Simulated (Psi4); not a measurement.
# InHCl (SMILES [Cl][InH]): USCAN/def2-QZVPP (density fitting, core potential, sweep point 6)

What is the vertical electron affinity of InHCl at USCAN/def2-QZVPP (density fitting, core potential, sweep point 6)? 

The calculation is run with Psi4 1.11.

### 1 The molecule

InHCl has 3 atoms, charge 0, and is taken as a doublet. SMILES: `[Cl][InH]`. The coordinates come from a PBE0-D4/def2-TZVP relaxation.

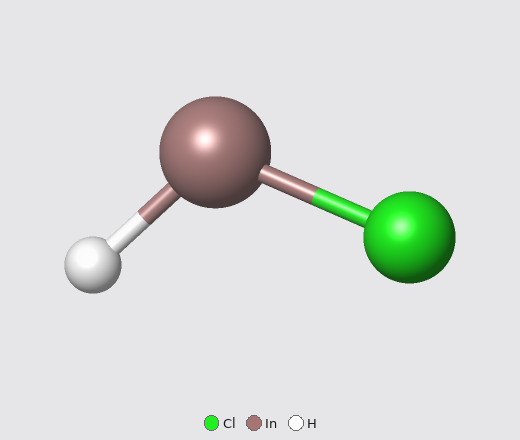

The structure, seen from a chosen angle (chlorine green, indium brown, hydrogen white).

### 2 The energy at USCAN/def2-QZVPP (density fitting, core potential, sweep point 6)

File job.in:

```
memory 1600 MB

molecule geom {
  0 2
  Cl    -1.649800     0.396800    -0.867400
  In     0.409500     0.542400     0.286100
  H      1.229400    -1.003900     0.568100
  symmetry c1
}

set basis def2-QZVPP
set reference uks
set puream true
set scf_type df
set dft_radial_points 99
set dft_spherical_points 590
set maxiter 150

result, w = energy("scan", return_wfn=True)
```

The run is started by

```bash
psi4 -n 1 job.in job.out
```

job.out, cut to the lines that bear on the results:

```text
[...]
    !!!  WARNING: ECP capability is in beta. Please check occupations closely.  !!!
[...]
  Running in c1 symmetry.
[...]
  Nuclear repulsion =   88.717601164286492
[...]
  Multiplicity = 2
[...]
  Nalpha       = 20
  Nbeta        = 19
[...]
    Number of basis functions: 182
[...]
   @DF-UKS iter   1:  -650.84581105196787   -6.48566e-01   4.16719e-03 ADIIS/DIIS
[...]
   @DF-UKS iter  10:  -651.07286225943267   -5.64162e-08   7.00085e-07 DIIS
[...]
   @S^2 Observed:                7.596326697E-01
[...]
    Orbital Energies [Eh]
    ---------------------
    Alpha Occupied:
       1A   -101.192561     2A     -9.336845     3A     -7.079494
       4A     -7.075281     5A     -7.074825     6A     -4.646544
       7A     -3.047072     8A     -3.040652     9A     -3.038163
      10A     -0.767135    11A     -0.732489    12A     -0.729445
      13A     -0.727290    14A     -0.725273    15A     -0.705767
      16A     -0.407587    17A     -0.317284    18A     -0.284653
      19A     -0.282292    20A     -0.210571
    Alpha Virtual:
      21A     -0.100226    22A     -0.023646    23A      0.020628
      24A      0.053929    25A      0.072836    26A      0.077495
[...]
  @DF-UKS Final Energy:  -651.07286225943267
   => Energetics <=
    Nuclear Repulsion Energy =             88.7176011642864921
    One-Electron Energy =               -1148.4603327785312104
    Two-Electron Energy =                 454.1167797419506087
    DFT Exchange-Correlation Energy =     -45.4469103871384661
    Empirical Dispersion Energy =           0.0000000000000000
    VV10 Nonlocal Energy =                  0.0000000000000000
    Total Energy =                       -651.0728622594326680
[...]
 Multipole Moments:
 ------------------------------------------------------------------------------------
     Multipole            Electronic (a.u.)      Nuclear  (a.u.)        Total (a.u.)
 ------------------------------------------------------------------------------------
 L = 1.  Multiply by 2.5417464519 to convert [e a0] to [Debye]
 Dipole X            :         35.4029240          -34.3160511            1.0868729
 Dipole Y            :          4.5617986           -4.3716373            0.1901613
 Dipole Z            :          0.0000002            0.0000000            0.0000002
 Magnitude           :                                                    1.1033830
[...]
```

Run time: 28 s. Hardware: 1 thread of Intel Xeon 6975P-C (Granite Rapids), shared host; peak memory 1.2 GiB.

### 3 The singlet anion, same level

File calc.in:

```
memory 1600 mb

molecule mol {
  -1 1
  Cl    -1.649800     0.396800    -0.867400
  In     0.409500     0.542400     0.286100
  H      1.229400    -1.003900     0.568100
  symmetry c1
}

set reference rks
set puream true
set scf_type df
set dft_radial_points 99
set dft_spherical_points 590

e_tot, wfn = energy("scan/def2-QZVPP", return_wfn=True)
print_variables()
```

The run is started by

```bash
psi4 -i calc.in -o calc.out -n 1
```

calc.out, cut to the lines that bear on the results:

```text
[...]
    !!!  WARNING: ECP capability is in beta. Please check occupations closely.  !!!
[...]
  Running in c1 symmetry.
[...]
  Nuclear repulsion =   88.717601164286492
[...]
  Multiplicity = 1
[...]
  Nalpha       = 20
  Nbeta        = 20
[...]
    Number of basis functions: 182
[...]
   @DF-RKS iter   1:  -650.75639876458899   -5.59154e-01   4.89706e-03 ADIIS/DIIS
[...]
   @DF-RKS iter  10:  -651.13392130076477   -1.30709e-08   5.40002e-07 DIIS
[...]
    Orbital Energies [Eh]
    ---------------------
    Doubly Occupied:
       1A   -100.998492     2A     -9.144041     3A     -6.885021
       4A     -6.883228     5A     -6.882033     6A     -4.404785
       7A     -2.805169     8A     -2.799554     9A     -2.795513
      10A     -0.566060    11A     -0.489060    12A     -0.488429
      13A     -0.484395    14A     -0.482515    15A     -0.475567
      16A     -0.186787    17A     -0.105652    18A     -0.101909
      19A     -0.093075    20A      0.027446
[...]
  @DF-RKS Final Energy:  -651.13392130076477
   => Energetics <=
    Nuclear Repulsion Energy =             88.7176011642864921
    One-Electron Energy =               -1156.9097392412149929
    Two-Electron Energy =                 462.7141737634380547
    DFT Exchange-Correlation Energy =     -45.6559569872742870
    Empirical Dispersion Energy =           0.0000000000000000
    VV10 Nonlocal Energy =                  0.0000000000000000
    Total Energy =                       -651.1339213007647686
[...]
 Multipole Moments:
 ------------------------------------------------------------------------------------
     Multipole            Electronic (a.u.)      Nuclear  (a.u.)        Total (a.u.)
 ------------------------------------------------------------------------------------
 L = 1.  Multiply by 2.5417464519 to convert [e a0] to [Debye]
 Dipole X            :         34.5286801          -34.3160511            0.2126290
 Dipole Y            :          4.2978574           -4.3716373           -0.0737799
 Dipole Z            :          0.0000281            0.0000000            0.0000281
 Magnitude           :                                                    0.2250657
[...]
```

Wall time 18 s (1 thread of Intel Xeon 6975P-C (Granite Rapids), shared host); peak memory 1.2 GiB.

### 4 Outcome

Level: USCAN/def2-QZVPP (density fitting, core potential, sweep point 6).

| quantity | value |
| --- | --- |
| doublet InHCl: total energy | -651.07286 Eh |
| doublet InHCl: dipole moment | 2.80 D |
| doublet InHCl: HOMO energy (highest over α and β) | -5.73 eV |
| doublet InHCl: LUMO energy (lowest over α and β) | -3.99 eV |
| doublet InHCl: ⟨S²⟩ | 0.760 |
| singlet anion: total energy | -651.13392 Eh |
| singlet anion: HOMO energy | 0.75 eV |
| singlet anion: LUMO energy | 2.57 eV |
| singlet anion: HOMO–LUMO gap (to an unbound level, set by the basis) | 1.83 eV |
| vertical electron affinity (to the singlet anion) | 1.662 eV |

At fixed nuclei the extra electron is bound by 1.66 eV (160 kJ/mol). The HOMO (singlet anion) lies at positive energy, 0.75 eV, as semi-local functionals often give for anions; only total energies tell whether the electron is bound.
